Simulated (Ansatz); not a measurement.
**Geometry relaxation, with input and output: C2H8N2Si**

System: C2H8N2Si, SMILES CNC(=N)[SiH3].
Method: RKS PBE-D4/def2-SVP (Ansatz 0.2.0).

The geometry: force-field start. Figures and captions count atoms from 1; the log counts them from 0 in places.

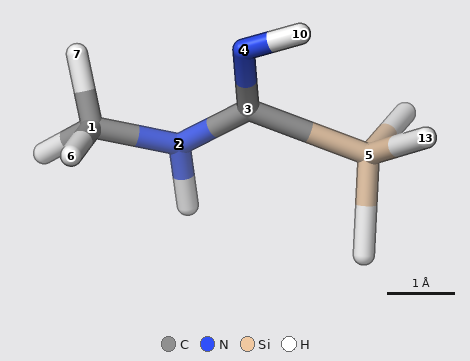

Fig. 1: The starting structure (stick view, seen at a tilt; atoms are numbered from 1 in the order of the input). Bond lengths as drawn: C–H 1.09 to 1.12 Å, C–N 1.34 to 1.38 Å, C–Si 1.96 Å, H–N 0.95 to 1.03 Å and H–Si 1.45 to 1.52 Å.

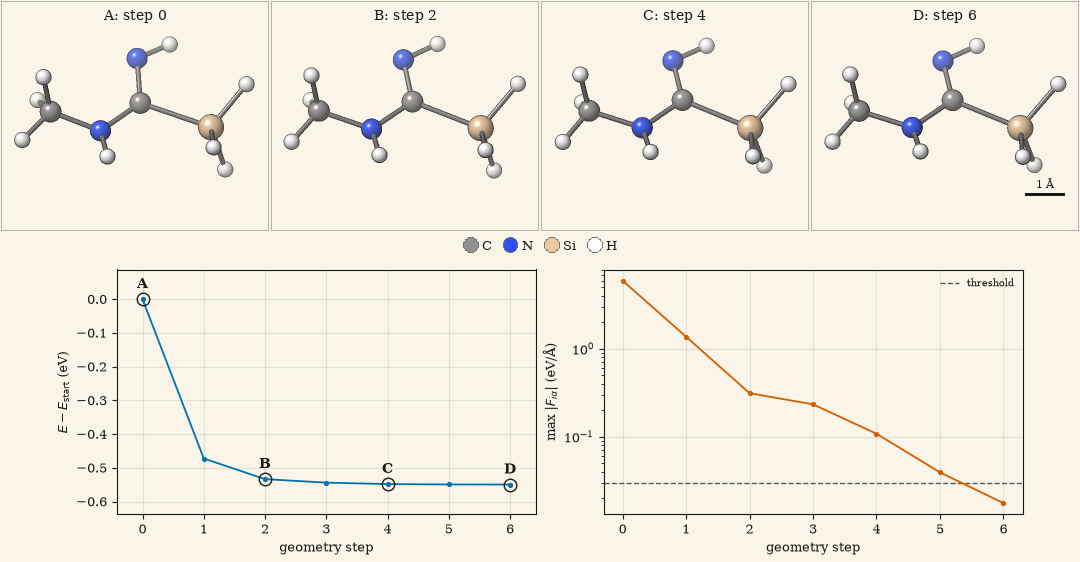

Fig. 2: Frames of the relaxation (ball-and-stick view, seen at a tilt) above the curves, on which the letters mark them (the first geometry is step 0 here and step 1 in the log).

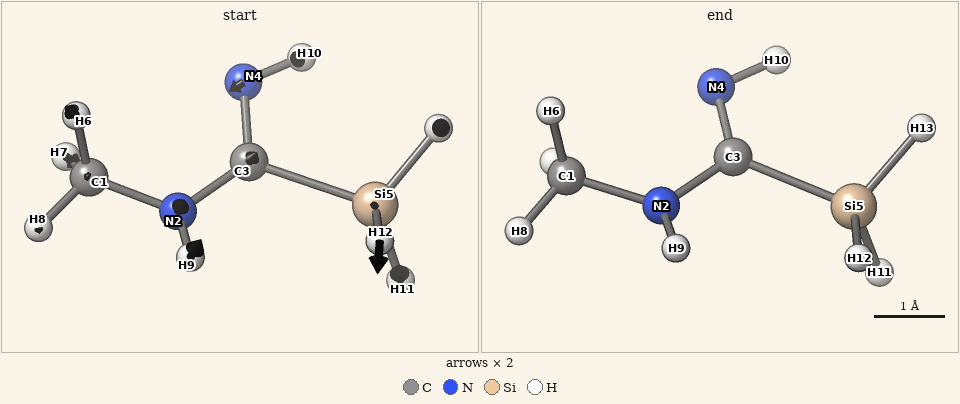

Fig. 3: Before (left) and after (right) the relaxation, at one scale (ball-and-stick view, seen at a tilt). The black arrows give the displacements, magnified 2 times. After 6 geometry steps the energy has fallen by 0.550 eV. Largest force component: 6 eV/Å at the start, 0.017 eV/Å at the end. H12 moves most after the best rigid fit: 0.26 Å. Largest moves by element: H 0.26 Å, N 0.17 Å, C 0.12 Å, Si 0.04 Å. Among the contacts that change: N4–H10 0.953 → 1.030 Å, C1–N2 1.382 → 1.450 Å, Si5–H13 1.447 → 1.503 Å, C3–Si5 1.965 → 1.917 Å. Among the angles that change: N4–C3–Si5 115.1° → 124.3°, N2–C3–N4 126.7° → 119.8°, H7–C1–H8 104.9° → 109.5°. (Atoms are counted from 1 in the order of the input.)

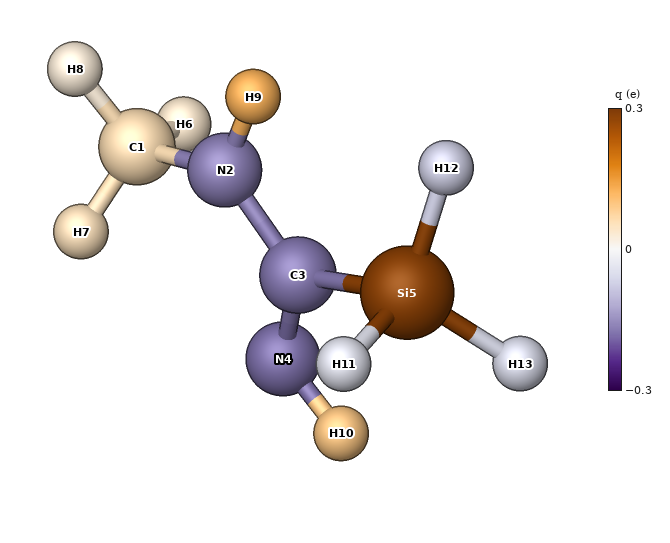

Fig. 4: Mulliken charges, as the colour of each atom (ball-and-stick view, seen at a tilt; atoms are numbered from 1 in the order of the input; Mulliken charges depend strongly on the basis). By element: C −0.17 to +0.06, N −0.18 to −0.16, Si +0.28 and H −0.07 to +0.13 e.

The input that produced these results follows, with the program's output.

**Input file**
```yaml
crystal:
  periodic: [false, false, false]
  atoms:
    - {symbol: C, position_ang: [-1.666400, 1.247800, 0.161200]}
    - {symbol: N, position_ang: [-0.925200, 0.083400, 0.230600]}
    - {symbol: C, position_ang: [0.313700, 0.015300, -0.308500]}
    - {symbol: N, position_ang: [0.914400, 0.950800, -1.058300]}
    - {symbol: Si, position_ang: [1.419600, -1.552300, 0.114600]}
    - {symbol: H, position_ang: [-1.263200, 2.108100, 0.743200]}
    - {symbol: H, position_ang: [-1.789800, 1.631200, -0.883200]}
    - {symbol: H, position_ang: [-2.680100, 1.117500, 0.533100]}
    - {symbol: H, position_ang: [-1.154900, -0.512700, 1.044300]}
    - {symbol: H, position_ang: [1.797900, 0.722000, -1.333300]}
    - {symbol: H, position_ang: [1.036200, -2.696000, -0.712900]}
    - {symbol: H, position_ang: [1.204600, -1.931500, 1.566700]}
    - {symbol: H, position_ang: [2.813500, -1.218400, -0.082700]}
basis:
  gaussian: {orbitals: def2-SVP}
hamiltonian: {xc: pbe, dispersion: d4}
relax: {f_tol: 0.03, max_steps: 200}
```

Launch command:
```bash
ansatz run in.yaml --threads 4 --pin off --events-out ev --progress --plain --max-ram 10444MiB
```

**What the program printed**
```
Functional definition: PBE
  name "PBE"
  cite "Perdew, Burke & Ernzerhof, Phys. Rev. Lett. 77, 3865 (1996) doi:10.1103/PhysRevLett.77.3865"
  parent pbe
  parameter kappa = 0.804
  parameter beta = 0.06672455060314922
  exchange = pbe_x(kappa = kappa, mu = beta*pi^2/3)
  correlation = pbe_c(beta = beta)
1320 factors; their error is unknown
mean field evaluation 1: about -13032.7287 eV, gradient 7.0e1 eV
mean field evaluation 2: about -12949.5908 eV, gradient 1.6e2 eV
mean field evaluation 4: about -13042.9858 eV, gradient 2.1e1 eV
mean field evaluation 8: about -13044.0393 eV, gradient 3.0e-1 eV
mean field evaluation 16: about -13043.9512 eV, gradient 2.5e-3 eV
mean field -13043.95115210 eV, -479.3563633319 hartree, gradient 4.2e-5 eV, S^2 0.000000; 0 other end points of the search recorded, 0 dependent functions left out
the calculation of the forces begins
reference -13043.95118981 eV, -479.3563647178 hartree; 24, 24 occupied and 90, 90 virtual orbitals, 1320 factors
relax step   1: F+E_penalty+E_count = -13044.21539267 eV  Δ(F+E_penalty+E_count) = +0.000e0 eV  max|allowed force component| = 5.981e0 eV/Å  Δτ_max = 0.0000 Å  (30 SCF iters, accepted)
these checks for a lower state are left out or cut short: starts, cluster_reference, orbital_swaps, neighbouring_geometries, increment
1320 factors; their error is unknown
mean field -13044.42375191 eV, -479.3737310546 hartree, gradient 1.4e-5 eV, S^2 0.000000; 0 other end points of the search recorded, 0 dependent functions left out
the calculation of the forces begins
reference -13044.42379020 eV, -479.3737324618 hartree; 24, 24 occupied and 90, 90 virtual orbitals, 1320 factors
relax step   2: F+E_penalty+E_count = -13044.68783055 eV  Δ(F+E_penalty+E_count) = -4.724e-1 eV  max|allowed force component| = 1.376e0 eV/Å  Δτ_max = 0.0934 Å  (30 SCF iters, accepted)
these checks for a lower state are left out or cut short: starts, cluster_reference, orbital_swaps, neighbouring_geometries, increment
1320 factors; their error is unknown
mean field evaluation 32: about -13044.4848 eV, gradient 2.5e-3 eV
mean field -13044.48484429 eV, -479.3759761584 hartree, gradient 1.1e-5 eV, S^2 0.000000; 0 other end points of the search recorded, 0 dependent functions left out
the calculation of the forces begins
reference -13044.48488275 eV, -479.3759775715 hartree; 24, 24 occupied and 90, 90 virtual orbitals, 1320 factors
relax step   3: F+E_penalty+E_count = -13044.74899164 eV  Δ(F+E_penalty+E_count) = -6.116e-2 eV  max|allowed force component| = 3.126e-1 eV/Å  Δτ_max = 0.0526 Å  (31 SCF iters, accepted)
these checks for a lower state are left out or cut short: starts, cluster_reference, orbital_swaps, neighbouring_geometries, increment
1320 factors; their error is unknown
mean field -13044.49472564 eV, -479.3763392912 hartree, gradient 1.3e-5 eV, S^2 0.000000; 0 other end points of the search recorded, 0 dependent functions left out
the calculation of the forces begins
reference -13044.49476412 eV, -479.3763407052 hartree; 24, 24 occupied and 90, 90 virtual orbitals, 1320 factors
relax step   4: F+E_penalty+E_count = -13044.75937818 eV  Δ(F+E_penalty+E_count) = -1.039e-2 eV  max|allowed force component| = 2.333e-1 eV/Å  Δτ_max = 0.1538 Å  (29 SCF iters, accepted)
these checks for a lower state are left out or cut short: starts, cluster_reference, orbital_swaps, neighbouring_geometries, increment
1320 factors; their error is unknown
mean field -13044.49900123 eV, -479.3764964163 hartree, gradient 9.2e-6 eV, S^2 0.000000; 0 other end points of the search recorded, 0 dependent functions left out
the calculation of the forces begins
reference -13044.49903970 eV, -479.3764978299 hartree; 24, 24 occupied and 90, 90 virtual orbitals, 1320 factors
relax step   5: F+E_penalty+E_count = -13044.76367134 eV  Δ(F+E_penalty+E_count) = -4.293e-3 eV  max|allowed force component| = 1.080e-1 eV/Å  Δτ_max = 0.0517 Å  (31 SCF iters, accepted)
these checks for a lower state are left out or cut short: starts, cluster_reference, orbital_swaps, neighbouring_geometries, increment
1320 factors; their error is unknown
mean field -13044.50013384 eV, -479.3765380390 hartree, gradient 2.6e-5 eV, S^2 0.000000; 0 other end points of the search recorded, 0 dependent functions left out
the calculation of the forces begins
reference -13044.50017229 eV, -479.3765394518 hartree; 24, 24 occupied and 90, 90 virtual orbitals, 1320 factors
relax step   6: F+E_penalty+E_count = -13044.76479917 eV  Δ(F+E_penalty+E_count) = -1.128e-3 eV  max|allowed force component| = 3.917e-2 eV/Å  Δτ_max = 0.0122 Å  (32 SCF iters, accepted)
these checks for a lower state are left out or cut short: starts, cluster_reference, orbital_swaps, neighbouring_geometries, increment
1320 factors; their error is unknown
mean field -13044.50038172 eV, -479.3765471484 hartree, gradient 2.6e-5 eV, S^2 0.000000; 0 other end points of the search recorded, 0 dependent functions left out
the calculation of the forces begins
reference -13044.50042014 eV, -479.3765485601 hartree; 24, 24 occupied and 90, 90 virtual orbitals, 1320 factors
relax step   7: F+E_penalty+E_count = -13044.76509052 eV  Δ(F+E_penalty+E_count) = -2.914e-4 eV  max|allowed force component| = 1.750e-2 eV/Å  Δτ_max = 0.0183 Å  (31 SCF iters, accepted)
1320 factors; their error is unknown
mean field evaluation 64: about -13044.5004 eV, gradient 3.3e-5 eV
mean field -13044.50038172 eV, -479.3765471484 hartree, gradient 3.3e-5 eV, S^2 0.000000; 1 other end points of the search recorded, 0 dependent functions left out
the calculation of the forces begins
reference -13044.50042014 eV, -479.3765485601 hartree; 24, 24 occupied and 90, 90 virtual orbitals, 1320 factors
Total energy: -13044.76512894 eV, -479.3862764291 hartree
Atom 0 at    -1.685854     1.284521     0.148185 Å, force     0.012386    -0.015236     0.006872 eV/Å
Atom 1 at    -0.834155     0.131720     0.364425 Å, force     0.008732     0.015553    -0.000535 eV/Å
Atom 2 at     0.405468     0.043442    -0.229360 Å, force    -0.003364    -0.007672    -0.005081 eV/Å
Atom 3 at     0.787172     0.958554    -1.067030 Å, force    -0.017499     0.005863     0.014589 eV/Å
Atom 4 at     1.391104    -1.558538     0.142942 Å, force     0.003463     0.000721     0.006768 eV/Å
Atom 5 at    -1.291018     2.206306     0.633582 Å, force    -0.001019     0.003085    -0.002016 eV/Å
Atom 6 at    -1.742724     1.496910    -0.937570 Å, force    -0.002548     0.002891    -0.001537 eV/Å
Atom 7 at    -2.700362     1.075779     0.537834 Å, force    -0.004941     0.000182     0.000742 eV/Å
Atom 8 at    -1.006747    -0.446049     1.186279 Å, force    -0.003611     0.004651    -0.010961 eV/Å
Atom 9 at     1.710655     0.728632    -1.461020 Å, force     0.005975    -0.013419    -0.004915 eV/Å
Atom 10 at     1.085347    -2.604978    -0.894186 Å, force     0.002769     0.005472     0.000546 eV/Å
Atom 11 at     1.044573    -2.121009     1.500607 Å, force     0.004800    -0.000124    -0.007654 eV/Å
Atom 12 at     2.856842    -1.230089     0.090113 Å, force    -0.005142    -0.001966     0.003181 eV/Å
Dipole moment:    -0.164779    -0.221865     0.314664 e Å
```

**Trajectory as extended XYZ (Å, eV, eV/Å), 7 frames, from step=1 to step=7**
```
13
Properties=species:S:1:pos:R:3:forces:R:3 step=1 energy=-13044.21539
C    -1.6664    1.2478    0.1612   -1.3667   2.7233  -0.7356
N    -0.9252    0.0834    0.2306    0.3625  -1.4006   0.5449
C     0.3137    0.0153   -0.3085    3.7404   0.1065  -1.0995
N     0.9144    0.9508   -1.0583   -5.9814   0.1482   2.4394
Si    1.4196   -1.5523    0.1146   -1.5701   0.6492   0.7220
H    -1.2632    2.1081    0.7432    0.3086   0.0345   0.0110
H    -1.7898    1.6312   -0.8832    0.2756  -0.2104   0.1854
H    -2.6801    1.1175    0.5331   -0.6620  -0.3654   0.2690
H    -1.1549   -0.5127    1.0443    0.4748   0.0344  -0.6219
H     1.7979    0.7220   -1.3333    3.5281  -1.3112  -0.9898
H     1.0362   -2.6960   -0.7129   -0.1305  -0.6496  -0.4557
H     1.2046   -1.9315    1.5667    0.0477  -0.0636  -0.0605
H     2.8135   -1.2184   -0.0827    0.9730   0.3046  -0.2088
13
Properties=species:S:1:pos:R:3:forces:R:3 step=2 energy=-13044.68783
C    -1.6764    1.2722    0.1531   -0.6665   1.1891  -0.3933
N    -0.8835    0.0976    0.2645   -0.2095  -0.4777   0.5589
C     0.3774    0.0382   -0.2442    1.2922  -0.0963  -0.9593
N     0.8385    0.9693   -1.0464   -1.3759  -0.1930   0.9084
Si    1.3953   -1.5704    0.1395   -0.3811   0.3691   0.2974
H    -1.2849    2.1428    0.7343    0.1035  -0.0928  -0.0015
H    -1.7356    1.6270   -0.9022    0.1436  -0.1722   0.1269
H    -2.7130    1.0963    0.4923   -0.0507  -0.1954   0.0750
H    -1.1135   -0.5222    1.0462    0.1725   0.0275  -0.1642
H     1.7665    0.7512   -1.3820    0.7244  -0.2833  -0.1669
H     1.0249   -2.7282   -0.7276   -0.0962  -0.1079  -0.1638
H     1.2094   -1.9996    1.5801    0.0043   0.0009  -0.0696
H     2.8151   -1.2090   -0.0928    0.3393   0.0320  -0.0479
13
Properties=species:S:1:pos:R:3:forces:R:3 step=3 energy=-13044.74899
C    -1.6900    1.2888    0.1423   -0.0890   0.2030  -0.1033
N    -0.8735    0.1047    0.2971   -0.1070  -0.1842   0.0533
C     0.3818    0.0143   -0.2588    0.1269   0.1566   0.3126
N     0.8170    0.9834   -1.0014    0.1701   0.0018  -0.2501
Si    1.3992   -1.5675    0.1448   -0.0629  -0.0198  -0.1360
H    -1.2834    2.1722    0.6927   -0.0131  -0.0806  -0.0300
H    -1.7296    1.5822   -0.9290    0.0339  -0.0601   0.0937
H    -2.7225    1.0883    0.4973    0.1123  -0.0230  -0.0094
H    -1.0870   -0.5124    1.0786   -0.0136  -0.0444   0.0066
H     1.7581    0.7651   -1.3677   -0.1223   0.0247   0.0289
H     0.9970   -2.7031   -0.7626    0.0317   0.0196   0.0363
H     1.2051   -2.0187    1.5732   -0.0138   0.0245  -0.0261
H     2.8480   -1.2321   -0.0916   -0.0533  -0.0182   0.0235
13
Properties=species:S:1:pos:R:3:forces:R:3 step=4 energy=-13044.75938
C    -1.6813    1.2888    0.1486   -0.0926  -0.0521   0.0236
N    -0.8464    0.1210    0.3435    0.0726   0.0052  -0.0759
C     0.3944    0.0321   -0.2492    0.0244  -0.1453   0.2333
N     0.7894    0.9637   -1.0555    0.0889   0.1893  -0.1359
Si    1.3902   -1.5662    0.1341   -0.0728   0.0469   0.0282
H    -1.2883    2.2020    0.6533    0.0289  -0.0471   0.0090
H    -1.7379    1.5260   -0.9326   -0.0026  -0.0208   0.0162
H    -2.6952    1.0675    0.5339   -0.0288   0.0744  -0.0212
H    -1.0250   -0.4682    1.1557   -0.0139  -0.0002  -0.0154
H     1.7278    0.7549   -1.4255   -0.0394  -0.0469  -0.0518
H     1.0726   -2.6576   -0.8528   -0.0087   0.0265   0.0005
H     1.0697   -2.0695    1.5210    0.0184  -0.0285  -0.0122
H     2.8502   -1.2293    0.0405    0.0256  -0.0016   0.0015
13
Properties=species:S:1:pos:R:3:forces:R:3 step=5 energy=-13044.76367
C    -1.6840    1.2858    0.1477   -0.0259  -0.0663   0.0333
N    -0.8380    0.1269    0.3566    0.1080   0.0791  -0.0167
C     0.4079    0.0478   -0.2281   -0.0453  -0.0978  -0.0273
N     0.7894    0.9655   -1.0622   -0.0096   0.0104  -0.0138
Si    1.3918   -1.5572    0.1457   -0.0013  -0.0144   0.0109
H    -1.2931    2.2025    0.6465    0.0031  -0.0164   0.0013
H    -1.7343    1.5105   -0.9357   -0.0044  -0.0027  -0.0046
H    -2.6991    1.0672    0.5302   -0.0236   0.0405  -0.0097
H    -1.0148   -0.4588    1.1721   -0.0035   0.0253  -0.0003
H     1.7079    0.7338   -1.4683    0.0009   0.0023   0.0472
H     1.0725   -2.6141   -0.8790    0.0069   0.0258   0.0137
H     1.0550   -2.1086    1.5126    0.0106   0.0162  -0.0384
H     2.8591   -1.2361    0.0768   -0.0158  -0.0019   0.0046
13
Properties=species:S:1:pos:R:3:forces:R:3 step=6 energy=-13044.76480
C    -1.6857    1.2846    0.1475    0.0004  -0.0264   0.0142
N    -0.8373    0.1284    0.3585    0.0392   0.0292  -0.0089
C     0.4056    0.0441   -0.2304   -0.0081  -0.0268  -0.0081
N     0.7892    0.9624   -1.0636   -0.0169   0.0037   0.0143
Si    1.3909   -1.5589    0.1435    0.0045   0.0038   0.0072
H    -1.2913    2.2026    0.6406   -0.0001  -0.0017  -0.0018
H    -1.7391    1.5047   -0.9369   -0.0034   0.0014  -0.0031
H    -2.7012    1.0732    0.5331   -0.0086   0.0100  -0.0029
H    -1.0124   -0.4534    1.1770   -0.0030   0.0101  -0.0083
H     1.7136    0.7354   -1.4576   -0.0016  -0.0155   0.0095
H     1.0746   -2.6133   -0.8830    0.0028   0.0100   0.0053
H     1.0567   -2.1105    1.5094    0.0008   0.0027  -0.0183
H     2.8568   -1.2340    0.0766   -0.0060  -0.0004   0.0007
13
Properties=species:S:1:pos:R:3:forces:R:3 step=7 energy=-13044.76509
C    -1.6859    1.2845    0.1482    0.0124  -0.0152   0.0069
N    -0.8342    0.1317    0.3644    0.0087   0.0156  -0.0005
C     0.4055    0.0434   -0.2294   -0.0034  -0.0077  -0.0051
N     0.7872    0.9586   -1.0670   -0.0175   0.0059   0.0146
Si    1.3911   -1.5585    0.1429    0.0035   0.0007   0.0068
H    -1.2910    2.2063    0.6336   -0.0010   0.0031  -0.0020
H    -1.7427    1.4969   -0.9376   -0.0025   0.0029  -0.0015
H    -2.7004    1.0758    0.5378   -0.0049   0.0002   0.0007
H    -1.0067   -0.4460    1.1863   -0.0036   0.0047  -0.0110
H     1.7107    0.7286   -1.4610    0.0060  -0.0134  -0.0049
H     1.0853   -2.6050   -0.8942    0.0028   0.0055   0.0005
H     1.0446   -2.1210    1.5006    0.0048  -0.0001  -0.0077
H     2.8568   -1.2301    0.0901   -0.0051  -0.0020   0.0032
```

**Summary**

```json
{"quantity": "outcome", "value": "converged"}
{"quantity": "total energy", "value": "−13044.7651 eV"}
{"quantity": "mean-field energy", "value": "−13044.5004 eV"}
{"quantity": "dispersion energy", "value": "−0.2647 eV"}
{"quantity": "SCF solution under orbital rotations", "value": "stable"}
{"quantity": "largest force (length of the vector) at the end", "value": "0.024 eV/Å"}
{"quantity": "dipole moment", "value": "2.01 D"}
{"quantity": "hardware", "value": "4 threads of Arm Neoverse V2, 23 GiB of memory available, shared host"}
{"quantity": "wall time", "value": "9 s (CPU time 33 s)"}
{"quantity": "peak memory", "value": "0.15 GiB"}
```
